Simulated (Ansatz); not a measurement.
# Phonon calculation, with input and output: C2H7Al

C2H7Al, computed with RKS PBE0-D4/6-31G* (Ansatz 0.2.0).

It belongs to a series of runs on one base structure; here: vibrations at the highest image of the band. Figures and captions count atoms from 1; the log counts them from 0 in places.

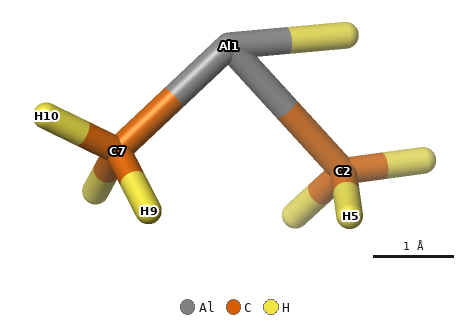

*The structure (stick view, seen at a tilt; atoms are numbered from 1 in the order of the input). Sticks mark near contacts.*

### Key numbers

```tsv
quantity	value
outcome	converged
total energy	−8775.7196 eV
mean-field energy	−8775.5965 eV
largest force (length of the vector)	0.027 eV/Å
hardware	1 thread of Arm Neoverse V2, 24 GiB of memory available, shared host
wall time	90 s
peak memory	0.12 GiB
```

### Input file
```yaml
crystal:
  periodic: [false, false, false]
  atoms:
    - { symbol: Al, position_ang: [0.648371, -0.113393, -0.81558] }
    - { symbol: C, position_ang: [0.893116, -0.065834, 1.424177] }
    - { symbol: H, position_ang: [0.161876, -0.820257, 1.743305] }
    - { symbol: H, position_ang: [1.811088, -0.196233, 2.004172] }
    - { symbol: H, position_ang: [0.505573, 0.946372, 1.607773] }
    - { symbol: H, position_ang: [1.951355, -0.275975, 0.080941] }
    - { symbol: C, position_ang: [-1.309403, 0.102771, -0.69775] }
    - { symbol: H, position_ang: [-1.732426, -0.7589, -0.16612] }
    - { symbol: H, position_ang: [-1.547088, 0.997314, -0.108898] }
    - { symbol: H, position_ang: [-1.798363, 0.184133, -1.67172] }
basis:
  gaussian: { orbitals: "6-31G*" }
hamiltonian:
  xc: pbe0
  dispersion: d4
phonons: {}
```

Command:
```bash
ansatz run input.yaml --threads 1 --pin off --max-ram 2048MiB --backend cpu --events-out ev --progress --plain --runs-dir out
```

### The program's output
```
Engine: ansatz 0.2.0, aarch64-unknown-linux-gnu
Functional definition: PBE0
  parameter a = 0.25
  parameter kappa = 0.804
  parameter beta = 0.06672455060314922
  exchange = (1 - a)*pbe_x(kappa = kappa, mu = beta*pi^2/3) + a*exact_x
  correlation = pbe_c(beta = beta)
737 factors; integrals over basis functions are off by at most 4.5e-4 eV
mean field evaluation 1: about -8766.2427 eV, gradient 6.0e1 eV
mean field evaluation 2: about -8753.8626 eV, gradient 8.0e1 eV
mean field evaluation 4: about -8775.3318 eV, gradient 9.4e0 eV
mean field evaluation 8: about -8775.5964 eV, gradient 5.1e-2 eV
mean field -8775.59644422 eV, -322.4972210121 hartree, gradient 1.9e-5 eV, S^2 0.000000; 0 other end points of the search recorded, 0 dependent functions left out
the calculation of the forces begins
reference -8775.59646733 eV, -322.4972218616 hartree; 16, 16 occupied and 47, 47 virtual orbitals, 737 factors
these checks for a lower state are left out or cut short: stability, starts, cluster_reference, orbital_swaps, neighbouring_geometries, increment
737 factors; integrals over basis functions are off by at most 4.5e-4 eV
mean field evaluation 16: about -8775.6025 eV, gradient 8.2e-2 eV
mean field -8775.59636215 eV, -322.4972179963 hartree, gradient 1.2e-6 eV, S^2 0.000000; 0 other end points of the search recorded, 0 dependent functions left out
[... from here on the field's lines of each further geometry are left out, up to the last ...]
the calculation of the forces begins
reference -8775.59636775 eV, -322.4972182020 hartree; 16, 16 occupied and 47, 47 virtual orbitals, 737 factors
these checks for a lower state are left out or cut short: stability, starts, cluster_reference, orbital_swaps, neighbouring_geometries, increment
737 factors; integrals over basis functions are off by at most 4.5e-4 eV
mean field -8775.59636633 eV, -322.4972181496 hartree, gradient 1.7e-6 eV, S^2 0.000000; 0 other end points of the search recorded, 0 dependent functions left out
the calculation of the forces begins
reference -8775.59638944 eV, -322.4972189991 hartree; 16, 16 occupied and 47, 47 virtual orbitals, 737 factors
WARN: phonons: modes at or below zero, which the zero-point energy, F, S and C_V leave out: 1, the lowest at -1287.50 cm⁻¹. A minimum has none, and a first-order saddle one
Total energy: -8775.71962740 eV, -322.5017479106 hartree
Atom 0 at     0.648371    -0.113393    -0.815580 Å, force    -0.009102    -0.007437    -0.013633 eV/Å
Atom 1 at     0.893116    -0.065834     1.424177 Å, force    -0.005358     0.013834     0.013482 eV/Å
Atom 2 at     0.161876    -0.820257     1.743305 Å, force     0.002688     0.002916    -0.008122 eV/Å
Atom 3 at     1.811088    -0.196233     2.004172 Å, force    -0.001300    -0.000042    -0.009004 eV/Å
Atom 4 at     0.505573     0.946372     1.607773 Å, force     0.002619    -0.008721     0.008104 eV/Å
Atom 5 at     1.951355    -0.275975     0.080941 Å, force    -0.003991     0.000398     0.002872 eV/Å
Atom 6 at    -1.309403     0.102771    -0.697750 Å, force     0.022777     0.008099     0.012633 eV/Å
Atom 7 at    -1.732426    -0.758900    -0.166120 Å, force    -0.007283    -0.003091    -0.002194 eV/Å
Atom 8 at    -1.547088     0.997314    -0.108898 Å, force    -0.001922    -0.002510    -0.000608 eV/Å
Atom 9 at    -1.798363     0.184133    -1.671720 Å, force     0.000871    -0.003445    -0.003532 eV/Å
Dipole moment:    -0.233981     0.030365     0.139134 e Å
Vibrations: -1287.50 54.17 149.91 185.23 330.82 394.51 529.98 618.73 719.96 732.74 773.01 1169.83 1252.92 1441.65 1472.92 1476.98 1494.66 1996.99 3035.16 3062.39 3143.58 3148.35 3172.20 3180.64 cm⁻¹, zero-point energy 2.079049 eV
```

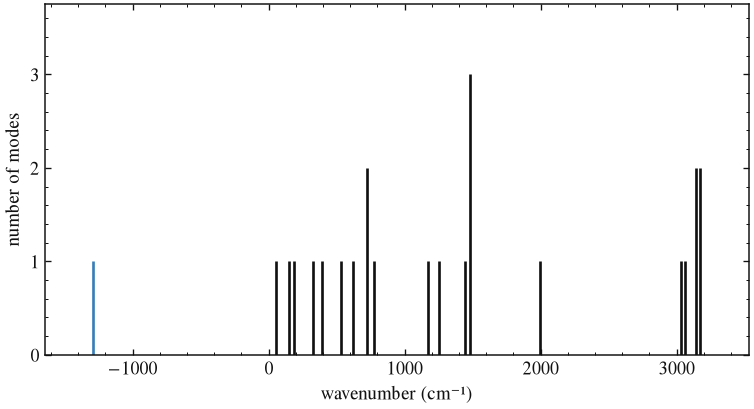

*Harmonic vibrational wavenumbers from the force constants; neighbouring modes closer than 20 cm⁻¹ are counted in one stick, and imaginary ones are drawn at negative wavenumbers.*

24 modes from 1287i to 3181 cm⁻¹, 1 imaginary beyond 8i (1287i cm⁻¹): a first-order saddle point, if the geometry is stationary.
